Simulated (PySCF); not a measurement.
**GaH₃: a look at the electrons, part 1 of 3**

Aim: take GaH₃ and analyse its density (charges, bond critical points, surface potential), pull one bond apart with RHF, UHF and CASSCF, localise its valence orbitals and compute its lowest excited states.

Computed with PySCF 2.14.0. Level: levels as typed in each script, gas phase, geometry from GFN2-xTB.

## Step 1: The starting structure

SMILES `[GaH3]`, 4 atoms, charge 0, spin multiplicity 1.

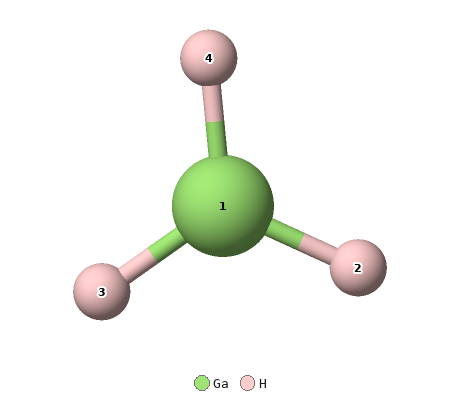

The geometry (gallium green, hydrogen pink); atoms are numbered from 1 in the order of the file.

Geometry (Å):

```xyz
4
GaH3
Ga    0.00000    0.00000    0.00000
H     0.06972    1.56493    0.00000
H     1.32042   -0.84284    0.00000
H    -1.39011   -0.72209    0.00000
```

## Step 2: Density, bond paths and surface potential (BP86/def2-svp)

Contents of input.py:

```python
import numpy as np
from pyscf import gto, scf, dft
from pyscf.scf import atom_ks, atom_hf
from scipy.linalg import block_diag

def solve(mol, dm0=None, hcore=None):
    mf = (dft.UKS if mol.spin else dft.RKS)(mol, xc='bp86')
    mf.grids.level = 3
    mf = mf.density_fit(auxbasis='def2-universal-jkfit')
    mf.conv_tol, mf.max_cycle = 1e-8, 80
    if hcore is not None:
        mf.get_hcore = lambda *args: hcore
    mf.kernel(dm0)
    if not mf.converged:
        mf = mf.newton().run(mf.mo_coeff, mf.mo_occ, max_cycle=30)
    assert mf.converged, 'SCF not converged'
    return mf

mol = gto.M(atom='''
Ga     0.00000     0.00000     0.00000
H      0.06972     1.56493     0.00000
H      1.32042    -0.84284     0.00000
H     -1.39011    -0.72209     0.00000
''', basis='def2-svp', charge=0, spin=0, verbose=4)
mf = solve(mol)
mf.analyze()
# spherically averaged free atoms, for the promolecule
atm = atom_ks.get_atm_nrks(mol, xc='bp86')
pro = block_diag(*[(atm[a[0]][2] * atm[a[0]][3]) @ atm[a[0]][2].T for a in mol._atom])
np.savez('result.npz', e=mf.e_tot, c=mf.mo_coeff, occ=mf.mo_occ, eps=mf.mo_energy, pro=pro, dip=mf.dip_moment(verbose=0), s2=mf.spin_square()[0])
```

On the command line:

```
> OMP_NUM_THREADS=1 python input.py
```

Standard output:

```text
[ENV] PYSCF_TMPDIR <dir>
[ENV] PYSCF_MAX_MEMORY 1375
[INPUT] verbose = 4
[INPUT] num. atoms = 4
[INPUT] num. electrons = 34
[INPUT] charge = 0
[INPUT] spin (= nelec alpha-beta = 2S) = 0
[INPUT] symmetry False subgroup None
[INPUT] Mole.unit = angstrom
[INPUT] Symbol           X                Y                Z      unit          X                Y                Z       unit  Magmom
[INPUT]  1 Ga     0.000000000000   0.000000000000   0.000000000000 AA    0.000000000000   0.000000000000   0.000000000000 Bohr   0.0
[INPUT]  2 H      0.069720000000   1.564930000000   0.000000000000 AA    0.131751705405   2.957289104116   0.000000000000 Bohr   0.0
[INPUT]  3 H      1.320420000000  -0.842840000000   0.000000000000 AA    2.495232169398  -1.592736766828   0.000000000000 Bohr   0.0
[INPUT]  4 H     -1.390110000000  -0.722090000000   0.000000000000 AA   -2.626927183019  -1.364552337287   0.000000000000 Bohr   0.0

nuclear repulsion = 32.0017210153979
number of shells = 21
number of NR pGTOs = 95
number of NR cGTOs = 47
basis = def2-svp
ecp = {}

******** <class 'pyscf.df.df_jk.DFRKS'> ********
method = DFRKS
initial guess = minao
damping factor = 0
level_shift factor = 0
DIIS = <class 'pyscf.scf.diis.CDIIS'>
diis_start_cycle = 1
diis_space = 8
diis_damp = 0
SCF conv_tol = 1e-08
SCF conv_tol_grad = None
SCF max_cycles = 80
direct_scf = False
XC library pyscf.dft.libxc version 7.0.0
    S. Lehtola, C. Steigemann, M. J.T. Oliveira, and M. A.L. Marques.,  SoftwareX 7, 1–5 (2018)
XC functionals = bp86
    A. D. Becke.,  Phys. Rev. A 38, 3098 (1988)
    J. P. Perdew.,  Phys. Rev. B 33, 8822 (1986)
radial grids:
    Treutler-Ahlrichs [JCP 102, 346 (1995); DOI:10.1063/1.469408] (M4) radial grids

becke partition: Becke, JCP 88, 2547 (1988); DOI:10.1063/1.454033
pruning grids: <function nwchem_prune at 0xe1511ea8b600>
grids dens level: 3
symmetrized grids: False
atomic radii adjust function: <function treutler_atomic_radii_adjust at 0xe1511eac0540>
small_rho_cutoff = 0
Set gradient conv threshold to 0.0001
Initial guess from minao.
tot grids = 50328
init E= -1925.98701888493
  HOMO = -0.312079291786738  LUMO = -0.107612671341883  gap/eV = 5.56382
cycle= 1 E= -1926.58731052476  delta_E= -0.6  |g|= 0.643  |ddm|= 1.76
  HOMO = -0.272030728821695  LUMO = -0.117440928535199  gap/eV = 4.20660
cycle= 2 E= -1926.54110983304  delta_E= 0.0462  |g|= 0.914  |ddm|= 0.812
  HOMO = -0.264861329333493  LUMO = -0.0957342297728498  gap/eV = 4.60218
cycle= 3 E= -1926.6342663306  delta_E= -0.0932  |g|= 0.0242  |ddm|= 0.498
  HOMO = -0.273355732779019  LUMO = -0.0991315226809646  gap/eV = 4.74088
cycle= 4 E= -1926.63442697501  delta_E= -0.000161  |g|= 0.00375  |ddm|= 0.0308
  HOMO = -0.273155810856333  LUMO = -0.0995780549425906  gap/eV = 4.72329
cycle= 5 E= -1926.63443188064  delta_E= -4.91e-06  |g|= 0.000992  |ddm|= 0.00811
  HOMO = -0.272950435530561  LUMO = -0.0993403415936851  gap/eV = 4.72417
cycle= 6 E= -1926.6344322635  delta_E= -3.83e-07  |g|= 5.99e-05  |ddm|= 0.00209
  HOMO = -0.272956439344445  LUMO = -0.0993454126723945  gap/eV = 4.72420
cycle= 7 E= -1926.63443226397  delta_E= -4.7e-10  |g|= 1.4e-06  |ddm|= 4.66e-05
  HOMO = -0.272956317248771  LUMO = -0.0993453259866501  gap/eV = 4.72420
Extra cycle  E= -1926.63443226396  delta_E= 2.96e-12  |g|= 2.06e-06  |ddm|= 1.34e-06
converged SCF energy = -1926.63443226396
**** SCF Summaries ****
Total Energy =                       -1926.634432263962935
Nuclear Repulsion Energy =              32.001721015397855
One-electron Energy =                -2748.170137419628190
Two-electron Energy =                  789.533984140267421
Two-electron Coulomb Energy =          865.882903924064067
DFT Exchange-Correlation Energy =      -76.348919783796589
HOMO-LUMO gap [eV] =                     4.724195700548421
**** MO energy ****
MO #1   energy= -371.030349480872  occ= 2
MO #2   energy= -45.3516237104715  occ= 2
MO #3   energy= -40.2087584009482  occ= 2
MO #4   energy= -40.2041636148244  occ= 2
MO #5   energy= -40.2041635847708  occ= 2
MO #6   energy= -5.27877682341879  occ= 2
MO #7   energy= -3.61558350570838  occ= 2
MO #8   energy= -3.60185673802782  occ= 2
MO #9   energy= -3.60185670230681  occ= 2
MO #10  energy= -0.748711477278271 occ= 2
MO #11  energy= -0.742621678910171 occ= 2
MO #12  energy= -0.742621529139483 occ= 2
MO #13  energy= -0.736877524976182 occ= 2
MO #14  energy= -0.736877399845181 occ= 2
MO #15  energy= -0.417011628335529 occ= 2
MO #16  energy= -0.272958259581631 occ= 2
MO #17  energy= -0.272956317248771 occ= 2
MO #18  energy= -0.0993453259866501 occ= 0
MO #19  energy= 0.017232028974965  occ= 0
MO #20  energy= 0.0588500241826348 occ= 0
MO #21  energy= 0.0588525759992974 occ= 0
MO #22  energy= 0.0861538904935801 occ= 0
MO #23  energy= 0.217871352413926  occ= 0
MO #24  energy= 0.217871593044836  occ= 0
MO #25  energy= 0.249530321934891  occ= 0
MO #26  energy= 0.307646551455557  occ= 0
MO #27  energy= 0.307647152881303  occ= 0
MO #28  energy= 0.43294428337484   occ= 0
MO #29  energy= 0.433382891113946  occ= 0
MO #30  energy= 0.433384944957871  occ= 0
MO #31  energy= 0.587499009478707  occ= 0
MO #32  energy= 0.745484773762448  occ= 0
MO #33  energy= 0.745489617735927  occ= 0
MO #34  energy= 1.32352358282924   occ= 0
MO #35  energy= 1.43179781435879   occ= 0
MO #36  energy= 1.53559485280904   occ= 0
MO #37  energy= 1.53560014200542   occ= 0
MO #38  energy= 1.60620064143571   occ= 0
MO #39  energy= 1.60620242682303   occ= 0
MO #40  energy= 1.65190015337594   occ= 0
MO #41  energy= 1.80601063071357   occ= 0
MO #42  energy= 1.80601227348744   occ= 0
MO #43  energy= 1.9370366137114    occ= 0
MO #44  energy= 1.9370381723161    occ= 0
MO #45  energy= 2.19845402989661   occ= 0
MO #46  energy= 2.3873887877519    occ= 0
MO #47  energy= 2.38740057818619   occ= 0
 ** Mulliken pop on meta-lowdin orthogonal AOs  **
 ** Mulliken pop  **
pop of  0 Ga 1s           2.00000
pop of  0 Ga 2s           1.99995
pop of  0 Ga 3s           1.99850
pop of  0 Ga 4s           1.19261
pop of  0 Ga 5s           0.00795
pop of  0 Ga 2px          1.99999
pop of  0 Ga 2py          1.99999
pop of  0 Ga 2pz          2.00000
pop of  0 Ga 3px          1.99995
pop of  0 Ga 3py          1.99995
pop of  0 Ga 3pz          1.99987
pop of  0 Ga 4px          0.80269
pop of  0 Ga 4py          0.80269
pop of  0 Ga 4pz          0.00010
pop of  0 Ga 5px          0.01159
pop of  0 Ga 5py          0.01159
pop of  0 Ga 5pz          0.00003
pop of  0 Ga 3dxy         1.99713
pop of  0 Ga 3dyz         1.99877
pop of  0 Ga 3dz^2        1.99702
pop of  0 Ga 3dxz         1.99877
pop of  0 Ga 3dx2-y2      1.99713
pop of  0 Ga 4dxy         0.00145
pop of  0 Ga 4dyz         0.00059
pop of  0 Ga 4dz^2        0.00065
pop of  0 Ga 4dxz         0.00059
pop of  0 Ga 4dx2-y2      0.00145
pop of  0 Ga 5dxy         0.00031
pop of  0 Ga 5dyz         0.00051
pop of  0 Ga 5dz^2        0.00029
pop of  0 Ga 5dxz         0.00051
pop of  0 Ga 5dx2-y2      0.00031
pop of  1 H 1s            1.05460
pop of  1 H 2s            0.00230
pop of  1 H 2px           0.00008
pop of  1 H 2py           0.00194
pop of  1 H 2pz           0.00009
pop of  2 H 1s            1.05460
pop of  2 H 2s            0.00230
pop of  2 H 2px           0.00140
pop of  2 H 2py           0.00062
pop of  2 H 2pz           0.00009
pop of  3 H 1s            1.05460
pop of  3 H 2s            0.00230
pop of  3 H 2px           0.00155
pop of  3 H 2py           0.00048
pop of  3 H 2pz           0.00009
 ** Mulliken atomic charges  **
charge of    0Ga =      0.17706
charge of    1H =     -0.05902
charge of    2H =     -0.05902
charge of    3H =     -0.05902
Dipole moment(X, Y, Z, Debye): -0.00005, -0.00000, -0.00000
Spherically averaged atomic KS for {'Ga', 'H'}

******** <class 'pyscf.scf.atom_ks.AtomSphAverageRKS'> ********
method = AtomSphAverageRKS
initial guess = vsap
damping factor = 0
level_shift factor = 0
diis_start_cycle = 1
diis_space = 12
SCF conv_tol = 1e-09
SCF conv_tol_grad = None
SCF max_cycles = 50
direct_scf = True
direct_scf_tol = 1e-13
XC library pyscf.dft.libxc version 7.0.0
    S. Lehtola, C. Steigemann, M. J.T. Oliveira, and M. A.L. Marques.,  SoftwareX 7, 1–5 (2018)
XC functionals = bp86
    A. D. Becke.,  Phys. Rev. A 38, 3098 (1988)
    J. P. Perdew.,  Phys. Rev. B 33, 8822 (1986)
radial grids:
    Treutler-Ahlrichs [JCP 102, 346 (1995); DOI:10.1063/1.469408] (M4) radial grids

becke partition: Becke, JCP 88, 2547 (1988); DOI:10.1063/1.454033
pruning grids: <function nwchem_prune at 0xe1511ea8b600>
grids dens level: 3
symmetrized grids: False
atomic radii adjust function: <function treutler_atomic_radii_adjust at 0xe1511eac0540>
User specified grid scheme (100, 434)
small_rho_cutoff = 0
Set gradient conv threshold to 3.16228e-05
tot grids = 23144
init E= -1892.77294841648
cycle= 1 E= -1892.73665502323  delta_E= 0.0363  |g|=    0  |ddm|= 0.582
cycle= 2 E= -1892.59543655502  delta_E= 0.141  |g|=    0  |ddm|= 1.05
cycle= 3 E= -1892.80378042651  delta_E= -0.208  |g|=    0  |ddm|= 0.53
cycle= 4 E= -1892.80212867193  delta_E= 0.00165  |g|=    0  |ddm|= 0.265
cycle= 5 E= -1892.81123266368  delta_E= -0.0091  |g|=    0  |ddm|= 0.142
cycle= 6 E= -1892.81119949227  delta_E= 3.32e-05  |g|=    0  |ddm|= 0.0179
cycle= 7 E= -1892.81125657417  delta_E= -5.71e-05  |g|=    0  |ddm|= 0.00969
cycle= 8 E= -1892.81125468021  delta_E= 1.89e-06  |g|=    0  |ddm|= 0.00465
cycle= 9 E= -1892.81125816644  delta_E= -3.49e-06  |g|=    0  |ddm|= 0.00245
cycle= 10 E= -1892.81125805239  delta_E= 1.14e-07  |g|=    0  |ddm|= 0.00111
cycle= 11 E= -1892.81125824872  delta_E= -1.96e-07  |g|=    0  |ddm|= 0.000574
cycle= 12 E= -1892.81125824237  delta_E= 6.35e-09  |g|=    0  |ddm|= 0.000282
cycle= 13 E= -1892.81125825442  delta_E= -1.2e-08  |g|=    0  |ddm|= 0.000153
cycle= 14 E= -1892.81125825455  delta_E= -1.28e-10  |g|=    0  |ddm|= 1.92e-05
Extra cycle  E= -1892.81125825455  delta_E= 2.5e-12  |g|=    0  |ddm|= 5.68e-06
Atomic HF for atom  Ga  converged. SCF energy = -1892.81125825455

******** <class 'pyscf.scf.atom_ks.AtomSphAverageRKS'> ********
method = AtomSphAverageRKS
initial guess = vsap
damping factor = 0
level_shift factor = 0
diis_start_cycle = 1
diis_space = 12
SCF conv_tol = 1e-09
SCF conv_tol_grad = None
SCF max_cycles = 50
direct_scf = True
direct_scf_tol = 1e-13
XC library pyscf.dft.libxc version 7.0.0
    S. Lehtola, C. Steigemann, M. J.T. Oliveira, and M. A.L. Marques.,  SoftwareX 7, 1–5 (2018)
XC functionals = bp86
    A. D. Becke.,  Phys. Rev. A 38, 3098 (1988)
    J. P. Perdew.,  Phys. Rev. B 33, 8822 (1986)
radial grids:
    Treutler-Ahlrichs [JCP 102, 346 (1995); DOI:10.1063/1.469408] (M4) radial grids

becke partition: Becke, JCP 88, 2547 (1988); DOI:10.1063/1.454033
pruning grids: <function nwchem_prune at 0xe1511ea8b600>
grids dens level: 3
symmetrized grids: False
atomic radii adjust function: <function treutler_atomic_radii_adjust at 0xe1511eac0540>
User specified grid scheme (100, 434)
small_rho_cutoff = 0
Set gradient conv threshold to 3.16228e-05
tot grids = 26240
init E= 31.548197134323
cycle= 1 E= 31.5380856008722  delta_E= -0.0101  |g|=    0  |ddm|= 0.26
cycle= 2 E= 31.5379470865683  delta_E= -0.000139  |g|=    0  |ddm|= 0.0303
cycle= 3 E= 31.5379448321193  delta_E= -2.25e-06  |g|=    0  |ddm|= 0.00387
cycle= 4 E= 31.5379447957521  delta_E= -3.64e-08  |g|=    0  |ddm|= 0.000491
cycle= 5 E= 31.5379447951647  delta_E= -5.87e-10  |g|=    0  |ddm|= 6.24e-05
Extra cycle  E= 31.5379447951552  delta_E= -9.48e-12  |g|=    0  |ddm|= 7.93e-06
Atomic HF for atom  H  converged. SCF energy = 31.5379447951552
```

Run time: 2.7 s. Hardware: 1 thread of Arm Neoverse V2, shared host; peak memory 0.2 GiB.

The free atoms at the end serve only for the promolecule density; their printed energies are not used.

## Step 3: Analysis of result.npz

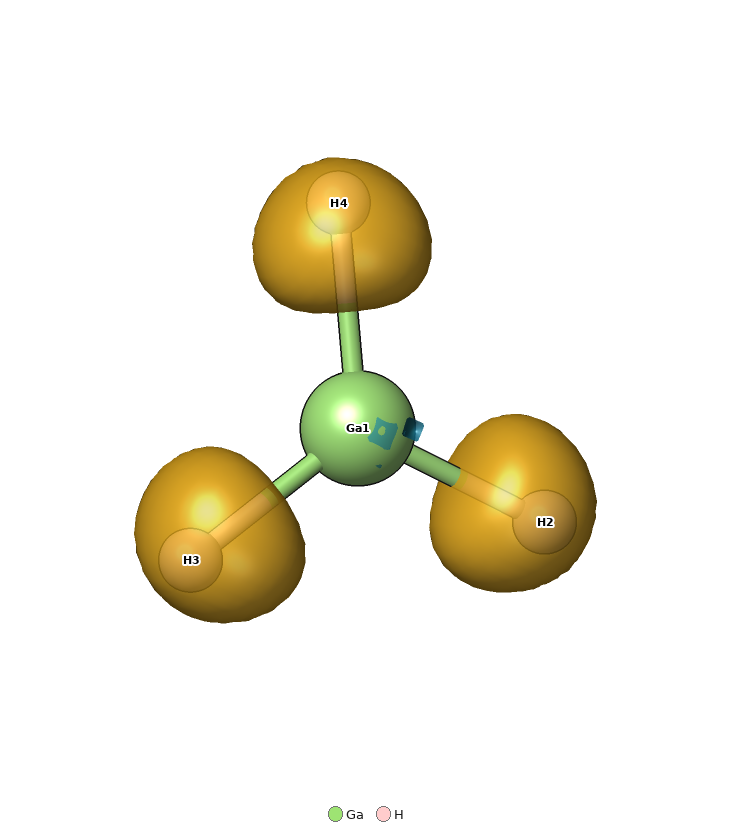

Deformation density (molecule less spherical, spin-averaged free atoms at the same positions), surfaces at ±0.1 e/Å³; yellow: gain, teal: loss.

**Describe the bonding that the map shows.**

Ga1–H2, Ga1–H4 and Ga1–H3: +0.20 e/Å³ at the bond critical point (bond length 1.57 Å, Mayer order 0.9). In all, 0.8 electrons are displaced relative to the promolecule.

**Where do the Hirshfeld charges lie?**

The highest Hirshfeld charge is on Ga1 (+0.37 e), the lowest on H2, H3 and H4 (−0.12 e).

```
atom  charge (e)
 Ga1       +0.37
  H2       −0.12
  H3       −0.12
  H4       −0.12
```

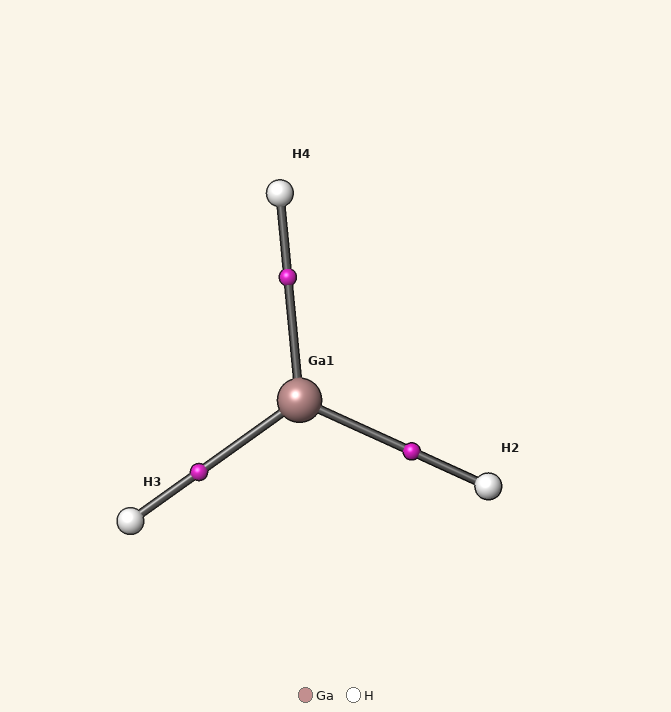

Molecular graph of the electron density (QTAIM): bond paths, bond critical points (magenta), ring points (cyan, if any); weak paths are dashed.

**How many critical points of each kind are there, and does the count close?**

4 nuclei, 3 bond, 0 ring and 0 cage critical points: 4 − 3 + 0 − 0 = 1, as the Poincaré–Hopf relation requires.

**What does the calculation give at each kind of bond critical point?**

```json
{"bond": "Ga1–H2 (×3)", "length (Å)": "1.566", "ρ (a.u.)": "0.115", "∇²ρ (a.u.)": "+0.13", "ε": "0.05", "H (a.u.)": "−0.055"}
```

**What kind of interaction is Ga1–H2?**

Polar or intermediate (positive Laplacian, negative energy density H): ρ = 0.115, ∇²ρ = +0.13, H = −0.055 a.u.

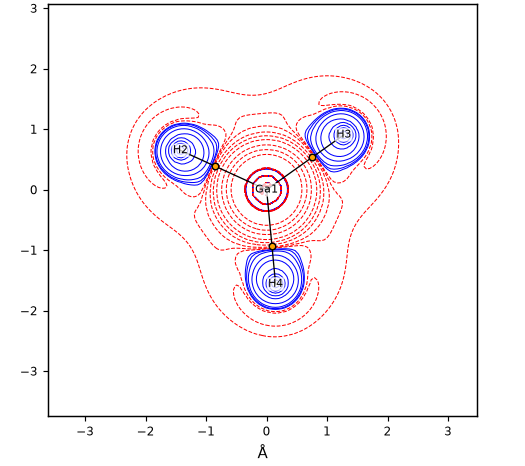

Negative Laplacian of the density (−∇²ρ) in the molecular plane (solid blue lines positive, dashed red lines negative, contours at ±0.02 to ±8 a.u.), with bond paths and bond critical points (dots).

**Sort the bonds in the plane by the sign of ∇²ρ at their critical points.**

At none is it concentrated. Depleted (∇²ρ > 0): Ga1–H2, Ga1–H4 and Ga1–H3 (+0.13 a.u., H = −0.055). A positive Laplacian with clearly negative H marks a bond with a covalent part that is not a plain shared pair: a strongly polar bond, a metal-ligand bond, or a charge-shift bond such as F–F or O–O.

**Where along Ga1–H2 does the critical point lie?**

0.93 Å from Ga1 and 0.64 Å from H2.

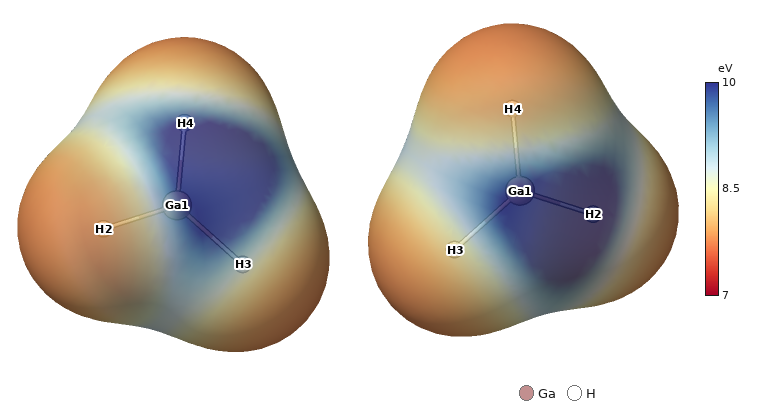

Average local ionisation energy on the surface of electron density 0.001 a.u. (back view left, front view right).

**Locate the minima of the map.**

The lowest local ionisation energy is 7.8 eV, 1.5 Å from H2, and at symmetry-equivalent points. For comparison, the highest occupied orbital lies at −7.4 eV.

(Continued in part 2 of 3.)
